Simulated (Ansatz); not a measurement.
The starting structures come from a database of crystals and need not be the phases stable at ambient conditions.

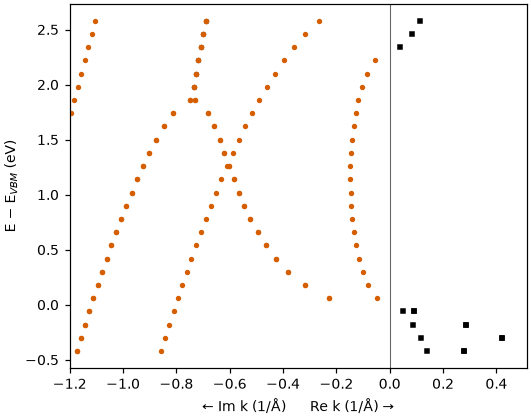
Figure: Complex bands at the centre of the two-dimensional zone; PBEsol (Ansatz, a quantum-chemistry and plane-wave program)

No gap correction and no spin-orbit coupling; mid-gap is the computed energy nearest the middle.

Q: This is MgTe (P6_3mc, wurtzite, 4 atoms a cell, 33.9 Å³ an atom) along the normal of (001). Read off the slowest decay at the centre of the two-dimensional zone at 1.14 eV, the computed energy nearest the middle of the gap.

A: κ ≈ 0.15 1/Å, a decay length 1/(2κ) of the density of 3.4 Å.
